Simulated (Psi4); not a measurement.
# BNH6 (B(NH3)H3) at B2PLYP/aug-cc-pVDZ (density fitting for correlation)

Aim: the vertical electron affinity of BNH6 (B(NH3)H3) at B2PLYP/aug-cc-pVDZ (density fitting for correlation), from 2 runs. 

Program for the calculation: Psi4 1.11.

1 further run of the same task is left out (it didn't finish).

**1. The structure to begin with**

BNH6: 8 atoms, total charge 0, spin state singlet. As SMILES, `[H]B([H])([H])<-N`. The shape is that of a GFN2-xTB optimisation.

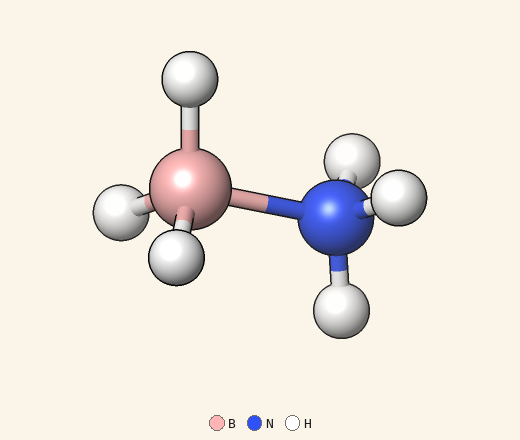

The structure, seen from a chosen angle (boron pink, nitrogen blue, hydrogen white).

**2. The energy at B2PLYP/aug-cc-pVDZ (density fitting for correlation)**

input.json reads:

```json
{
  "schema_name": "qcschema_input",
  "schema_version": 1,
  "molecule": {
    "schema_name": "qcschema_molecule",
    "schema_version": 2,
    "symbols": ["B", "N", "H", "H", "H", "H", "H", "H"],
    "geometry": [-0.0041574, 0.00561249, -1.56977659, 0.00402512, -0.00574477, 1.56461764, -1.80669156, 0.06508217, 2.17981798, 0.97477743, 1.52531134, 2.1783251, 0.84960197, -1.61410957, 2.1658907, 2.16061836, -0.06064131, -2.17855187, -1.02991964, 1.91837437, -2.16347185, -1.14823539, -1.83388472, -2.17683221],
    "molecular_charge": 0,
    "molecular_multiplicity": 1,
    "fix_symmetry": "c1",
    "fix_com": true,
    "fix_orientation": true
  },
  "driver": "energy",
  "model": {
    "method": "b2plyp",
    "basis": "aug-cc-pVDZ"
  },
  "keywords": {
    "reference": "rks",
    "puream": true,
    "e_convergence": 1e-09,
    "d_convergence": 1e-08,
    "scf_type": "pk",
    "dft_radial_points": 99,
    "dft_spherical_points": 590,
    "num_frozen_docc": 2
  }
}
```

On the command line:

```bash
$ psi4 --qcschema input.json -n 1 --memory 1600MB
```

stdout:

```text
[...]
  Running in c1 symmetry.
[...]
  Nuclear repulsion =   40.786411410089698
[...]
  Multiplicity = 1
[...]
  Nalpha       = 9
  Nbeta        = 9
[...]
    Number of basis functions: 100
[...]
   @RKS iter   1:   -82.81751667999033   -4.25621e-01   6.06626e-03 ADIIS/DIIS
[...]
   @RKS iter   9:   -83.01780134644287   -2.46985e-11   8.42650e-09 DIIS
[...]
    Orbital Energies [Eh]
    ---------------------
    Doubly Occupied:
       1A    -14.926449     2A     -7.033329     3A     -1.075174
       4A     -0.629605     5A     -0.629469     6A     -0.593880
       7A     -0.422117     8A     -0.336782     9A     -0.336731
[...]
  @RKS Final Energy:   -83.01780134644287
   => Energetics <=
    Nuclear Repulsion Energy =             40.7864114100896984
    One-Electron Energy =                -191.0871454302055668
    Two-Electron Energy =                  73.6173175321469984
    DFT Exchange-Correlation Energy =      -6.3343848584739950
    Empirical Dispersion Energy =           0.0000000000000000
    VV10 Nonlocal Energy =                  0.0000000000000000
    Total Energy =                        -83.0178013464428659
[...]
 Multipole Moments:
 ------------------------------------------------------------------------------------
     Multipole            Electronic (a.u.)      Nuclear  (a.u.)        Total (a.u.)
 ------------------------------------------------------------------------------------
 L = 1.  Multiply by 2.5417464519 to convert [e a0] to [Debye]
 Dipole X            :         -0.0019808            0.0075400            0.0055592
 Dipole Y            :          0.0044428           -0.0120187           -0.0075758
 Dipole Z            :         -1.0705898            3.1086184            2.0380286
 Magnitude           :                                                    2.0380502
[...]
```

The result, in JSON:

```text
{
 "driver": "energy",
 "model": {
  "method": "b2plyp",
  "basis": "aug-cc-pVDZ"
 },
 "success": true,
 "return_result": -83.11958483036426,
 "properties": {
  "calcinfo_nbasis": 100,
  "calcinfo_nmo": 100,
  "calcinfo_nalpha": 9,
  "calcinfo_nbeta": 9,
  "calcinfo_natom": 8,
  "nuclear_repulsion_energy": 40.7864114100897,
  "return_energy": -83.11958483036426,
  "scf_one_electron_energy": -191.08714543020557,
  "scf_two_electron_energy": 73.617317532147,
  "scf_xc_energy": -6.334384858473995,
  "scf_dipole_moment": [0.005559229923880471, -0.007575826484534032, 2.0380285714590314],
  "scf_total_energy": -83.01780134644287,
  "scf_iterations": 9
 }
}
```

Wall time 27 s (1 thread of Intel Xeon Platinum 8259CL at 2.50GHz (Skylake/Cascade Lake), shared host); peak memory 0.76 GiB.

**3. The doublet anion, same level**

input.in reads:

```
memory 1.6 GB

molecule molecule1 {
  -1 2
  B     -0.00415740     0.00561249    -1.56977659
  N      0.00402512    -0.00574477     1.56461764
  H     -1.80669156     0.06508217     2.17981798
  H      0.97477743     1.52531134     2.17832510
  H      0.84960197    -1.61410957     2.16589070
  H      2.16061836    -0.06064131    -2.17855187
  H     -1.02991964     1.91837437    -2.16347185
  H     -1.14823539    -1.83388472    -2.17683221
  units au
  symmetry c1
}

set reference uks
set puream true
set e_convergence 1e-09
set d_convergence 1e-08
set scf_type pk
set dft_radial_points 99
set dft_spherical_points 590
set num_frozen_docc 2
set maxiter 200

e_tot = energy("b2plyp/aug-cc-pVDZ")
```

On the command line:

```bash
$ psi4 input.in input.out -n 1
```

input.out:

```text
[...]
  Running in c1 symmetry.
[...]
  Nuclear repulsion =   40.786411410089698
[...]
  Multiplicity = 2
[...]
  Nalpha       = 10
  Nbeta        = 9
[...]
    Number of basis functions: 100
[...]
   @UKS iter   1:   -82.54632236745768   -1.54427e-01   8.02767e-03 DIIS/ADIIS
[...]
   @UKS iter  12:   -83.00645240646547   -4.64127e-11   6.57789e-09 DIIS
[...]
   @S^2 Observed:                7.501716380E-01
[...]
    Orbital Energies [Eh]
    ---------------------
    Alpha Occupied:
       1A    -14.759552     2A     -6.899599     3A     -0.912374
       4A     -0.464715     5A     -0.464578     6A     -0.450025
       7A     -0.279237     8A     -0.204833     9A     -0.204783
      10A      0.037209
    Alpha Virtual:
      11A      0.121659    12A      0.121667    13A      0.123543
      14A      0.150527    15A      0.150536    16A      0.156170
      17A      0.191958    18A      0.191960    19A      0.220615
      20A      0.252026    21A      0.276234    22A      0.276250
      23A      0.279812    24A      0.307634    25A      0.307668
[...]
  @UKS Final Energy:   -83.00645240646547
   => Energetics <=
    Nuclear Repulsion Energy =             40.7864114100896984
    One-Electron Energy =                -193.7731029141391446
    Two-Electron Energy =                  76.3595686165737533
    DFT Exchange-Correlation Energy =      -6.3793295189897732
    Empirical Dispersion Energy =           0.0000000000000000
    VV10 Nonlocal Energy =                  0.0000000000000000
    Total Energy =                        -83.0064524064654705
[...]
 Multipole Moments:
 ------------------------------------------------------------------------------------
     Multipole            Electronic (a.u.)      Nuclear  (a.u.)        Total (a.u.)
 ------------------------------------------------------------------------------------
 L = 1.  Multiply by 2.5417464519 to convert [e a0] to [Debye]
 Dipole X            :         -0.0055051            0.0013121           -0.0041930
 Dipole Y            :          0.0055989           -0.0012848            0.0043142
 Dipole Z            :         -1.8548074            0.4239032           -1.4309041
 Magnitude           :                                                    1.4309168
[...]
```

Wall time 49 s (1 thread of Intel Xeon Platinum 8259CL at 2.50GHz (Skylake/Cascade Lake), shared host); peak memory 0.76 GiB.

**4. Results**

At B2PLYP/aug-cc-pVDZ (density fitting for correlation), 2 core orbitals frozen:

```
                                                               quantity         value
                                             singlet BNH6: total energy  -83.11958 Eh
                        singlet BNH6: HOMO energy (SCF part's orbitals)      -9.16 eV
                        singlet BNH6: LUMO energy (SCF part's orbitals)      -0.27 eV
                      singlet BNH6: HOMO–LUMO gap (SCF part's orbitals)       8.89 eV
                                            doublet anion: total energy  -83.11156 Eh
doublet anion: HOMO energy (SCF part's orbitals) (highest over α and β)       1.01 eV
 doublet anion: LUMO energy (SCF part's orbitals) (lowest over α and β)       3.10 eV
                                                    doublet anion: ⟨S²⟩         0.750
                      vertical electron affinity (to the doublet anion)     -0.218 eV
```

The anion lies 0.22 eV (5.0 kcal/mol) above the neutral: the electron isn't bound at this level, and such a value depends on the basis. The HOMO (doublet anion) lies at positive energy, 1.01 eV; only total energies tell whether the electron is bound.
